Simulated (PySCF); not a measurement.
# [WO3Cl]-: geometry, NMR shifts and electronic excitations

Aim: predict the NMR shifts and electronic excitations of [WO3Cl]- (`[O]=[W-](=[O])(=[O])[Cl]`).

Computed with PySCF 2.14.0, with density-fitted response routines of our own, on a single molecule in the gas phase. Atoms are numbered from 0 throughout.

**1. The molecule as given**

5 atoms, charge -1, multiplicity 1; geometry from: GFN2-xTB.

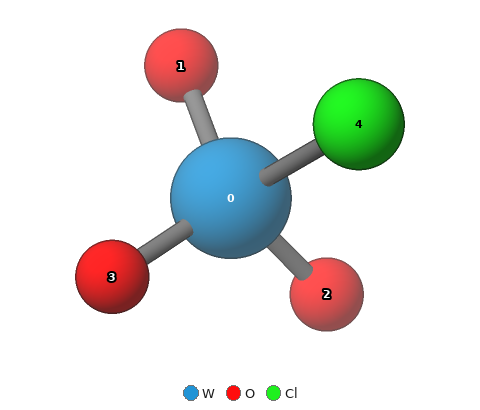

As it starts; tungsten blue, oxygen red, chlorine green, atoms numbered.

**2. Optimising the geometry at PBE0-D3(BJ)/def2-SVP**

The job: settings as JSON, then the geometry in Å.

```
{"job": {"xc": "PBE0", "basis": "def2-SVP", "d3": "d3bj", "grid": 1, "maxiter": 40, "kind": "geom"}, "charge": -1, "multiplicity": 1}
W      0.091580     0.159630     0.067130
O      0.032220     0.018350     1.765110
O      1.664480     0.042420    -0.579790
O     -0.810700     1.468510    -0.548360
Cl    -0.977580    -1.688910    -0.704090
```

Output:

```text
step   0  E = -752.52969302  max force = 0.050888
step   1  E = -752.53879187  max force = 0.033973
step   2  E = -752.54217336  max force = 0.003859
step   3  E = -752.54222246  max force = 0.000567
step   4  E = -752.54223620  max force = 0.001572
step   5  E = -752.54208198  max force = 0.006858
step   6  E = -752.54219704  max force = 0.003867
step   7  E = -752.54225939  max force = 0.000922
step   8  E = -752.54226383  max force = 0.000522
step   9  E = -752.54226232  max force = 0.000443
optimisation converged
```

Run time: 44 s. Hardware: 1 thread, shared host.

Relaxation path: (the energy doesn't fall at every step)

```
step  energy from step 0 (eV)  largest force component (eV/Å)
   0                   0.0000                          2.6168
   1                  -0.2476                          1.7470
   2                  -0.3396                          0.1984
   3                  -0.3409                          0.0292
   4                  -0.3413                          0.0808
   5                  -0.3371                          0.3527
   6                  -0.3403                          0.1988
   7                  -0.3419                          0.0474
   8                  -0.3421                          0.0268
   9                  -0.3420                          0.0228
```

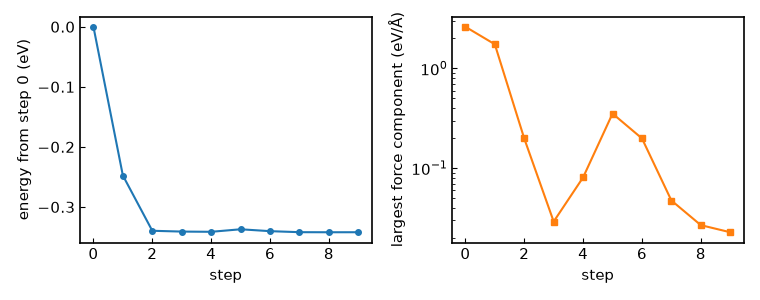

Energy and force, step by step.

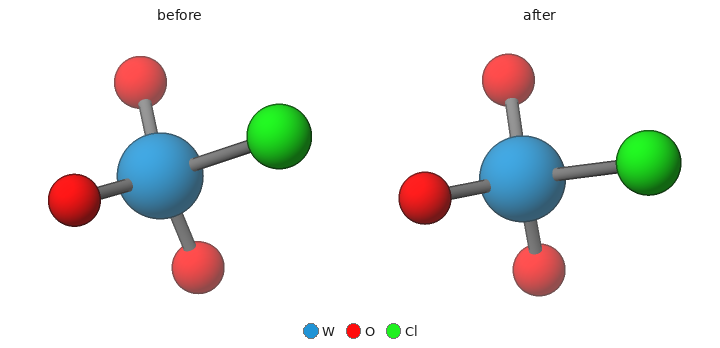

Before and after, at one scale.

Distances of close pairs at the start and the end, largest changes first:

```
  bond  before (Å)  after (Å)  change (Å)
W0–Cl4       2.270      2.357      +0.087
 W0–O2       1.705      1.739      +0.035
 W0–O3       1.705      1.739      +0.034
 W0–O1       1.705      1.739      +0.034
```

The end geometry stands in the next job.

```
                         at the end point                value
  point group (found at 0.08 Å tolerance)                  C3v
rotational constants (GHz, main isotopes)  3.938, 1.912, 1.912
```

**3. Nuclear shieldings: PBE0/def2-TZVP+pcSseg-1**

The job: settings as JSON, then the geometry in Å.

```
{"job": {"kind": "nmr", "xc": "PBE0", "basis": {"default": "pcSseg-1", "W": "def2-TZVP"}}, "charge": -1, "multiplicity": 1}
W      0.048416     0.091012     0.054959
O     -0.064758    -0.152627     1.772800
O      1.721654     0.270819    -0.385245
O     -0.808493     1.542652    -0.371365
Cl    -0.896819    -1.751855    -1.071148
```

Method: GIAO PBE0/pcSseg-1 W:def2-TZVP NMR shielding, scalar relativity only through core potentials, gas phase.

Output:

```text
coarse grid: 30792 points
cycle   1  E = -752.0742965825  dE = -1.961e+01  |g| = 2.023e+00  |ddm| = 7.955e+00
cycle   2  E = -743.5739781039  dE =  8.500e+00  |g| = 6.292e+00  |ddm| = 6.793e+00
cycle   3  E = -752.8005694051  dE = -9.227e+00  |g| = 4.824e-01  |ddm| = 6.311e+00
cycle   4  E = -752.8475795047  dE = -4.701e-02  |g| = 1.990e-01  |ddm| = 6.073e-01
cycle   5  E = -752.8552959187  dE = -7.716e-03  |g| = 3.518e-02  |ddm| = 1.720e-01
cycle   6  E = -752.8552785439  dE =  1.737e-05  |g| = 3.672e-02  |ddm| = 3.240e-02
cycle   7  E = -752.8555319820  dE = -2.534e-04  |g| = 6.779e-03  |ddm| = 1.967e-02
cycle   8  E = -752.8555395889  dE = -7.607e-06  |g| = 2.261e-03  |ddm| = 4.107e-03
final grid: 60960 points
cycle   9  E = -752.8554820608  dE =  5.043e-06  |g| = 5.624e-03  |ddm| = 4.731e-03
cycle  10  E = -752.8554399696  dE =  4.209e-05  |g| = 1.595e-02  |ddm| = 1.177e-02
cycle  11  E = -752.8554880953  dE = -4.813e-05  |g| = 7.857e-04  |ddm| = 8.468e-03
cycle  12  E = -752.8554882292  dE = -1.339e-07  |g| = 5.718e-05  |ddm| = 6.638e-04
cycle  13  E = -752.8554882297  dE = -5.285e-10  |g| = 2.987e-05  |ddm| = 5.166e-05
converged SCF energy = -752.8554882297

GIAO shielding tensors (ppm)
atom      isotropic    diamagn.    paramagn.     s11        s22        s33       span
  0 W          nan         nan         nan        nan        nan        nan        nan
  1 O     -402.257     397.470    -799.727   -855.124   -260.368    -91.279    763.845
  2 O     -402.189     397.484    -799.673   -856.140   -259.953    -90.473    765.668
  3 O     -402.372     397.467    -799.839   -856.072   -259.936    -91.107    764.965
  4 Cl     956.806    1150.475    -193.669    949.017    951.204    970.196     21.179
```

Run time: 6.8 s. Hardware: 1 thread, shared host.

The references, computed at this level on geometries of the same kind, shield at (ppm): ¹⁷O H2O 334.6, ³⁵Cl HCl 943. Their shielding less the atom's gives the shift. The references are single molecules in the gas phase, so shifts against H2O, NH3, PH3, H3PO4 or CFCl3 are not on the usual liquid scales and can be off by tens of ppm. Atoms listed in one row are averaged.

```
     atoms           environment  σ (ppm)  δ (ppm)
O1, O2, O3    oxygen bonded to W   -402.3    736.8
       Cl4  chlorine bonded to W      957      -14
```

Atoms past Kr carry core potentials, so their printed shieldings have no meaning and are left out of the table.

The run also stored atomic charges by several schemes (e):

```
     atoms  Mulliken  ESP fit
        W0      0.99     1.21
O1, O2, O3     -0.50    -0.60
       Cl4     -0.48    -0.40
```

Mulliken charges:

```
atom  value (e)
  W0       0.99
  O1      -0.50
  O2      -0.50
  O3      -0.50
 Cl4      -0.48
```

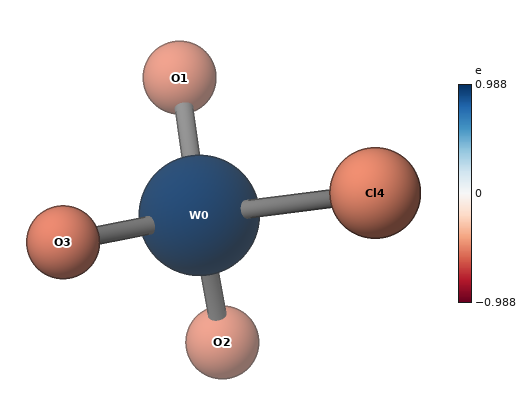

Mulliken charges, as colours on the atoms.

Mayer bond orders: W0–O1 1.98, W0–O2 1.98, W0–O3 1.98, W0–Cl4 0.79.

With diffuse functions Mulliken charges and Mayer bond orders lose their meaning; the other schemes are steadier.

**4. Ultraviolet spectrum: CAM-B3LYP/def2-SVPD**

The job: settings as JSON, then the geometry in Å.

```
{"job": {"kind": "uv", "xc": "CAM-B3LYP", "basis": "def2-SVPD", "ip": false, "nstates": 10}, "charge": -1, "multiplicity": 1}
W      0.048416     0.091012     0.054959
O     -0.064758    -0.152627     1.772800
O      1.721654     0.270819    -0.385245
O     -0.808493     1.542652    -0.371365
Cl    -0.896819    -1.751855    -1.071148
```

Method: TDDFT CAM-B3LYP/def2-SVPD, vertical, gas phase, core orbitals frozen in the response.

Output:

```text
coarse grid: 30792 points
cycle   1  E = -752.2995588988  dE = -1.248e+01  |g| = 1.704e+00  |ddm| = 7.387e+00
cycle   2  E = -749.6243977290  dE =  2.675e+00  |g| = 4.086e+00  |ddm| = 4.015e+00
cycle   3  E = -752.8379351693  dE = -3.214e+00  |g| = 3.331e-01  |ddm| = 3.004e+00
cycle   4  E = -752.8622805472  dE = -2.435e-02  |g| = 8.771e-02  |ddm| = 4.546e-01
cycle   5  E = -752.8641425161  dE = -1.862e-03  |g| = 2.162e-02  |ddm| = 1.029e-01
cycle   6  E = -752.8642626964  dE = -1.202e-04  |g| = 3.584e-03  |ddm| = 2.778e-02
cycle   7  E = -752.8642664786  dE = -3.782e-06  |g| = 1.978e-03  |ddm| = 6.005e-03
final grid: 60960 points
cycle   8  E = -752.8641713794  dE =  2.357e-06  |g| = 4.200e-03  |ddm| = 4.229e-03
cycle   9  E = -752.8641569731  dE =  1.441e-05  |g| = 9.637e-03  |ddm| = 8.695e-03
cycle  10  E = -752.8641748015  dE = -1.783e-05  |g| = 1.526e-04  |ddm| = 6.056e-03
cycle  11  E = -752.8641748082  dE = -6.751e-09  |g| = 4.239e-05  |ddm| = 1.873e-04
cycle  12  E = -752.8641748097  dE = -1.496e-09  |g| = 3.290e-05  |ddm| = 1.264e-04
cycle  13  E = -752.8641748100  dE = -2.373e-10  |g| = 1.562e-05  |ddm| = 4.051e-05
converged SCF energy = -752.8641748100

Static polarisability (au): isotropic 67.365, principal 65.486 65.507 71.103

Singlet excitations
state   eV       nm        f      main configurations
  1   5.3431    232.0   0.00053   H->L+1 0.65, H-1->L+1 0.11, H-2->L+2 0.11
  2   5.3468    231.9   0.00057   H->L+2 0.64, H-1->L+2 0.11, H-2->L+1 0.11
  3   5.6685    218.7   0.00000   H-2->L+1 0.33, H-1->L+2 0.32, H->L+4 0.13
  4   5.7129    217.0   0.01443   H-1->L+1 0.44, H-2->L+2 0.43
  5   5.9308    209.1   0.00799   H-1->L+2 0.25, H->L+2 0.20, H-2->L+1 0.17
  6   5.9359    208.9   0.00658   H-1->L+1 0.22, H->L+1 0.16, H-2->L+2 0.14
  7   5.9516    208.3   0.00240   H->L 0.26, H->L+4 0.24, H-2->L+1 0.22
  8   6.1899    200.3   0.00332   H-2->L 0.36, H-2->L+4 0.30, H-3->L+2 0.13
  9   6.1936    200.2   0.00345   H-1->L 0.34, H-1->L+4 0.29, H-3->L+1 0.15
 10   6.7418    183.9   0.00023   H->L+3 0.53, H->L 0.30

Triplet excitations (Tamm-Dancoff, eV): 5.0557 5.0589 5.1290 5.1571
```

Run time: 15 s. Hardware: 1 thread, shared host.

The orbitals next to the gap, with their largest atomic shares:

```
orbital     eV                       atoms
 HOMO−3  -6.02   O2 28 %, O1 28 %, O3 28 %
 HOMO−2  -5.36   O1 37 %, O3 29 %, O2 22 %
 HOMO−1  -5.36   O2 37 %, O3 30 %, O1 22 %
   HOMO  -5.17   O2 32 %, O3 31 %, O1 31 %
   LUMO   4.04   W0 50 %, Cl4 37 %, O1 4 %
 LUMO+1   4.50   W0 54 %, O3 15 %, O2 14 %
 LUMO+2   4.51  W0 54 %, O1 18 %, Cl4 11 %
```

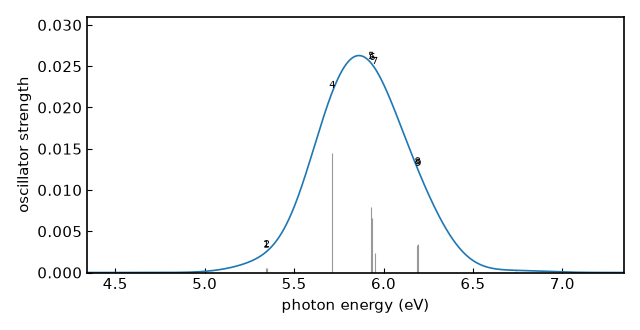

Absorption spectrum from the 10 singlet states computed; above the last one it falls off for lack of states. Lines are broadened to a width of 0.40 eV (Gaussian).

Ground-state properties from the same run:

```
           property  computed
polarisability (Å³)      9.98
 HOMO–LUMO gap (eV)      9.22
      −ε(HOMO) (eV)      5.17
```

**5. Shielding tensors: KT2/def2-TZVP+pcSseg-1**

The job: settings as JSON, then the geometry in Å.

```
{"job": {"kind": "nmr", "xc": "KT2", "basis": {"default": "pcSseg-1", "W": "def2-TZVP"}, "pop": false}, "charge": -1, "multiplicity": 1}
W      0.048416     0.091012     0.054959
O     -0.064758    -0.152627     1.772800
O      1.721654     0.270819    -0.385245
O     -0.808493     1.542652    -0.371365
Cl    -0.896819    -1.751855    -1.071148
```

Level: GIAO KT2/pcSseg-1 W:def2-TZVP NMR shielding, scalar relativity only through core potentials, gas phase.

Output:

```text
coarse grid: 30792 points
cycle   1  E = -759.2638932308  dE = -1.899e+01  |g| = 2.254e+00  |ddm| = 7.912e+00
cycle   2  E = -746.2916529853  dE =  1.297e+01  |g| = 7.102e+00  |ddm| = 9.254e+00
cycle   3  E = -760.1049804563  dE = -1.381e+01  |g| = 7.241e-01  |ddm| = 8.848e+00
cycle   4  E = -760.1907208361  dE = -8.574e-02  |g| = 4.103e-01  |ddm| = 9.854e-01
cycle   5  E = -760.2274676125  dE = -3.675e-02  |g| = 7.790e-02  |ddm| = 3.457e-01
cycle   6  E = -760.2275662471  dE = -9.863e-05  |g| = 7.404e-02  |ddm| = 6.474e-02
cycle   7  E = -760.2285243555  dE = -9.581e-04  |g| = 3.012e-02  |ddm| = 4.724e-02
cycle   8  E = -760.2286787525  dE = -1.544e-04  |g| = 1.092e-02  |ddm| = 2.370e-02
cycle   9  E = -760.2287086025  dE = -2.985e-05  |g| = 2.139e-03  |ddm| = 1.075e-02
cycle  10  E = -760.2287083457  dE =  2.567e-07  |g| = 2.630e-03  |ddm| = 2.519e-03
final grid: 60960 points
cycle  11  E = -760.2285460580  dE =  2.525e-05  |g| = 1.145e-02  |ddm| = 7.621e-03
cycle  12  E = -760.2280621191  dE =  4.839e-04  |g| = 4.995e-02  |ddm| = 3.276e-02
cycle  13  E = -760.2285728076  dE = -5.107e-04  |g| = 5.644e-04  |ddm| = 2.665e-02
cycle  14  E = -760.2285728714  dE = -6.378e-08  |g| = 2.575e-04  |ddm| = 5.125e-04
cycle  15  E = -760.2285728842  dE = -1.277e-08  |g| = 3.536e-05  |ddm| = 1.501e-04
cycle  16  E = -760.2285728844  dE = -2.327e-10  |g| = 2.007e-05  |ddm| = 4.163e-05
converged SCF energy = -760.2285728844

GIAO shielding tensors (ppm)
atom      isotropic    diamagn.    paramagn.     s11        s22        s33       span
  0 W          nan         nan         nan        nan        nan        nan        nan
  1 O     -358.115     399.135    -757.251   -753.182   -220.918   -100.247    652.936
  2 O     -358.135     399.145    -757.280   -754.329   -220.722    -99.354    654.976
  3 O     -358.212     399.132    -757.344   -754.015   -220.536   -100.085    653.930
  4 Cl     942.873    1152.341    -209.468    937.279    944.594    946.747      9.468
```

It took 11 s on 1 thread, shared host.

Key values: δ O1 688.8, Cl4 0 ppm (means over like atoms).

**6. Run by run: NMR shifts**

Shifts (ppm), means over like atoms, with basis size and wall time:

```
                    run     O1  Cl4  functions   time
PBE0/def2-TZVP+pcSseg-1  736.8  -14        115  6.8 s
 KT2/def2-TZVP+pcSseg-1  688.8    0        115   11 s
```

**7. Results**

| quantity | value |
| --- | --- |
| point group | C3v |
| rotational constants (main isotopes) | 3.94, 1.91, 1.91 GHz |
| ¹⁷O shifts against H2O (PBE0/def2-TZVP+pcSseg-1, means over atoms taken as alike) | 736.8 ppm |
| ³⁵Cl shifts against HCl (PBE0/def2-TZVP+pcSseg-1) | -14 ppm |
| lowest singlet (CAM-B3LYP/def2-SVPD) | 5.34 eV (232 nm), f = 0.001 |
| brightest single state of those computed | state 4, 5.71 eV, f = 0.014 |
| lowest triplet | 5.06 eV |
| range of the shift of O1 | 688.8 to 736.8 ppm |

In words: Relaxing lowered the energy by 0.342 eV in 9 steps; the close pair that moved most is W0–Cl4, from 2.270 to 2.357 Å. At PBE0/def2-TZVP+pcSseg-1: The largest span, 765 ppm, is at O1, O2, O3, where the paramagnetic term is -800 ppm. The lowest singlet, at 5.34 eV, is HOMO→LUMO+1 0.65, HOMO−1→LUMO+1 0.11 and is dark; of the 10 states computed, the strongest absorption comes from states 5 to 7 together at 5.93 eV. The lowest triplet lies 0.29 eV below the lowest singlet (triplets in Tamm-Dancoff, singlets in full TDDFT). Spin-orbit coupling, left out, mixes singlets and triplets in elements this heavy. The lowest singlet lies above −ε(HOMO); no detachment energy was computed, so the anion's states may not be bound. In ppm, O1 (with its like atoms) moves most: its shift spreads over 48.0 ppm, from 688.8 (KT2/def2-TZVP+pcSseg-1) to 736.8 (PBE0/def2-TZVP+pcSseg-1). Spin-orbit coupling is left out, which matters for shieldings and couplings at and beside the heavy atoms.
